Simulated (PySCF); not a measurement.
## A study: C₄H₆N, doublet, SMILES `[CH2]C(=C)C=N`

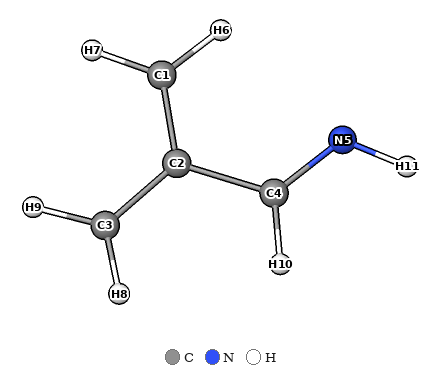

The molecule, with its atoms numbered as below. No frequency check shows the geometry to be a minimum.

Coordinates in Å:

```
C1       0.5906   -1.3944    0.0000
C2       0.5077   -0.0158    0.0000
C3       1.6125    0.8106    0.0000
C4      -0.8258    0.6097    0.0000
N5      -1.8725   -0.0875    0.0000
H6      -0.3091   -1.9794    0.0000
H7       1.5415   -1.8954    0.0000
H8       1.5152    1.8814    0.0000
H9       2.6075    0.4038    0.0000
H10     -0.8109    1.7096    0.0000
H11     -2.7467    0.4323    0.0000
```

Part 1: Bonding charge

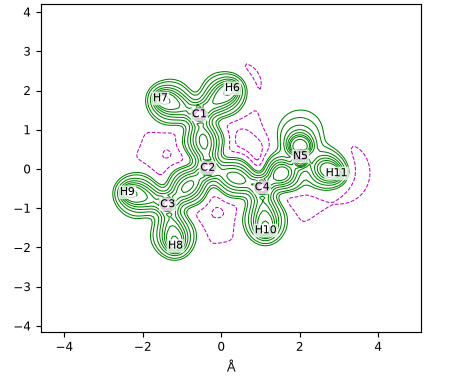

Deformation density (molecule less spherical, spin-averaged free atoms) in the molecular plane; contours at ±0.05 to ±0.8 e/Å³; solid green lines: gain, dashed magenta lines: loss.

PySCF calculation, M06-2X/6-31+G*, gas phase; geometry: GFN2-xTB. The stability of the open-shell solution wasn't checked. GFN2-xTB doesn't know the spin state, so this open-shell geometry is rough.

**Describe the bonding that the map shows.**

The five largest and four smallest: N5–H11: +0.80 e/Å³ at the bond critical point (bond length 1.02 Å). C1–H6: +0.73 e/Å³ at the bond critical point (bond length 1.07 Å). C1–H7: +0.70 e/Å³ at the bond critical point (bond length 1.07 Å). C3–H9: +0.70 e/Å³ at the bond critical point (bond length 1.07 Å). C3–H8: +0.70 e/Å³ at the bond critical point (bond length 1.07 Å). C1–C2: +0.65 e/Å³ at the bond critical point (bond length 1.38 Å). C2–C3: +0.65 e/Å³ at the bond critical point (bond length 1.38 Å). C4–N5: +0.65 e/Å³ at the bond critical point (bond length 1.26 Å). C2–C4: +0.57 e/Å³ at the bond critical point (bond length 1.47 Å). In all, 2.5 electrons gather in the regions of gain relative to the promolecule.

**Where do the Hirshfeld charges lie?**

The highest Hirshfeld charge is on H11 (+0.12 e), the lowest on N5 (−0.23 e).

```tsv
atom	charge (e)
C1	−0.06
C2	−0.05
C3	−0.07
C4	+0.05
N5	−0.23
H6	+0.05
H7	+0.05
H8	+0.04
H9	+0.05
H10	+0.05
H11	+0.12
```

Part 2: Bond critical points

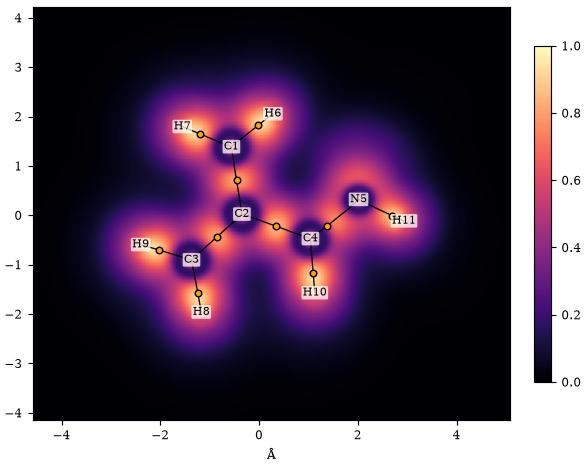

Localised orbital locator (LOL) in the molecular plane, with bond paths and bond critical points (dots).

**What values does LOL take at the bond critical points in this plane?**

C1–H6: about 0.91; C4–H10: about 0.91; N5–H11: about 0.90; C3–H9: about 0.90; C1–H7: about 0.90; C3–H8: about 0.90; C2–C4: about 0.84; C1–C2: about 0.81; C2–C3: about 0.80; C4–N5: about 0.51. Values above 0.5 mark slow, localised electrons, as in shared pairs; low values at a critical point mark a polar or closed-shell contact whose critical point lies between the shells.

**Where along N5–H11 does the critical point lie?**

0.76 Å from N5 and 0.26 Å from H11.

Part 3: Local ionisation energy

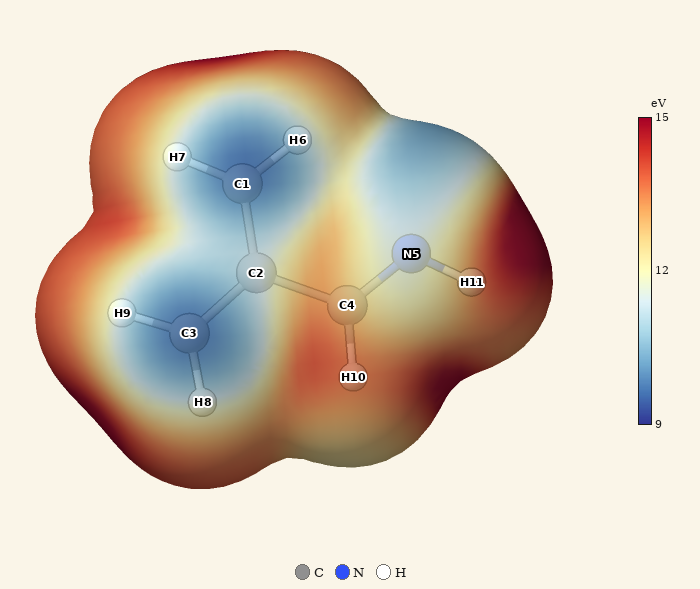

Average local ionisation energy on the surface of electron density 0.001 a.u.

**Locate the minima of the map.**

The lowest value is 9.6 eV, off the molecular plane, over C1 (2.0 Å), and at like points elsewhere. Further minima include 10.2 eV, about equally far (2.0 Å) from N5 and H6; 12.3 eV, 1.4 Å from H10. For comparison, the highest occupied orbital lies at −6.8 eV.

**What volume does the surface enclose, and what is the dipole moment?**

About 110 Å³; the dipole moment is 1.7 D.

Part 4: Spin density

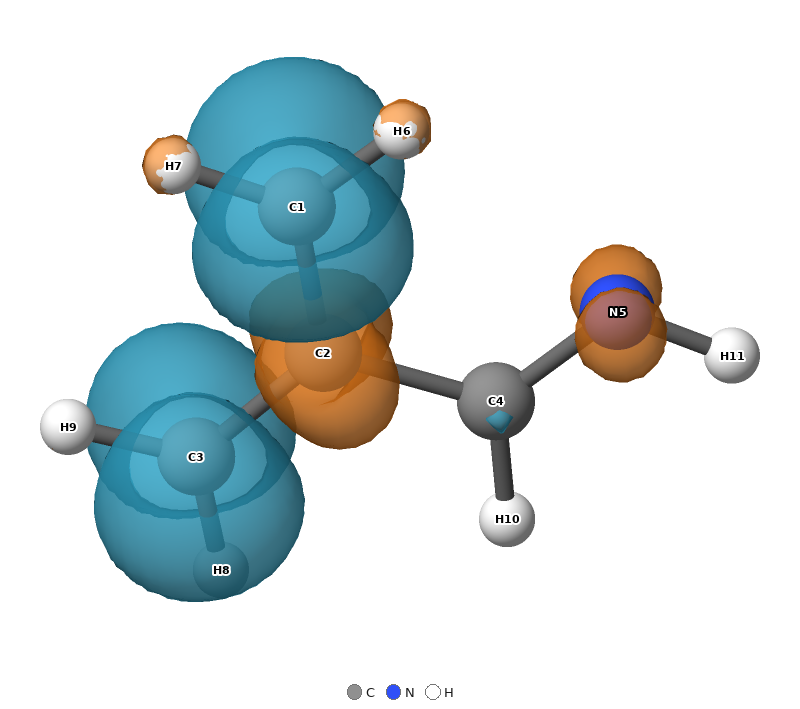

Spin density ρα − ρβ at ±0.03 e/Å³ (light blue: excess α, orange: excess β).

**How is the spin shared among the atoms?**

Hirshfeld spin populations: C1 +0.50 and C3 +0.43. Spin polarisation leaves negative spin on N5 (−0.04). ⟨S²⟩ = 0.79, against 0.75 for a pure state. The picture also shows regions of β spin from spin polarisation; the Hirshfeld sums, whose atoms overlap, net them against the α spin of neighbours.

Part 5: In an electric field

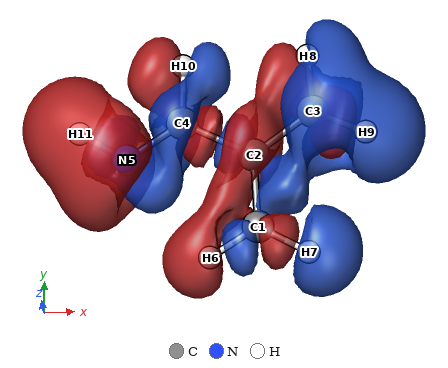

Change of the electron density in a uniform field of 0.10 V/Å, surfaces at ±0.0005 e/Å³ (blue: gain, red: loss).

Computed with PySCF, BP86/def2-SVPD, geometry: GFN2-xTB. The stability of the open-shell solution wasn't checked. GFN2-xTB doesn't know the spin state, so this open-shell geometry is rough.

**Along which Cartesian direction does the field point?**

Along −x: electrons gather on the +x side, against the field.

**How large is the response?**

The induced dipole is 0.39 D (along the field); α along this axis, from the fields in both directions, is 76 bohr³ (11.2 Å³).

**Which atoms gain and lose the most charge?**

Electrons gather most on C3 (Hirshfeld charge changes by −0.006 e) and leave N5 most (+0.006 e); 0.030 electrons are displaced in all.

Part 6: Removing or adding an electron

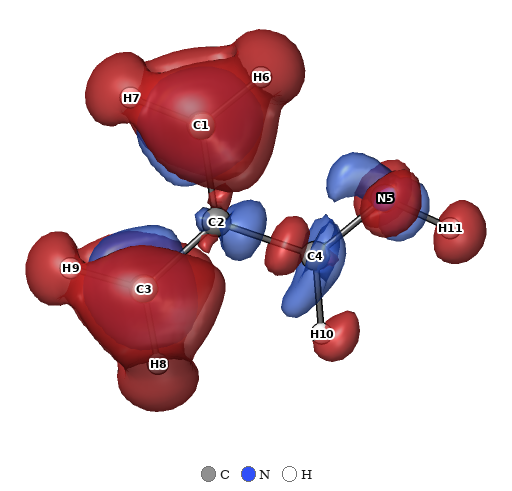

Fukui function f⁻ = ρ(N) − ρ(N−1) at fixed geometry, surfaces at ±0.02 e/Å³ (red positive, blue negative).

Method: M06-2X/aug-cc-pVDZ; geometry: GFN2-xTB; program: PySCF. GFN2-xTB doesn't know the spin state, so this open-shell geometry is rough.

**Which atoms respond most to the removal of an electron?**

f⁻ (Hirshfeld-condensed) is largest on C1 (0.25) and C3 (0.24); the vertical ionisation energy is 8.08 eV (to the singlet cation, which needn't be its lowest state). Condensed values hint at sites of electrophilic attack but needn't mark the atom that reacts. Shares this close don't rank the sites. Orbital relaxation makes it negative in places (0.22 e in all).

| atom | f⁻ | charge |
| --- | --- | --- |
| C1 | +0.25 | −0.07 |
| C2 | +0.06 | −0.03 |
| C3 | +0.24 | −0.09 |
| C4 | +0.01 | +0.04 |
| N5 | +0.06 | −0.22 |
| H6 | +0.08 | +0.05 |
| H7 | +0.08 | +0.05 |
| H8 | +0.08 | +0.05 |
| H9 | +0.07 | +0.05 |
| H10 | +0.03 | +0.05 |
| H11 | +0.04 | +0.12 |

The PySCF runs shown took 57 s, 96 s and 4.1 min on 1 thread of Arm Neoverse V1, on a shared host.
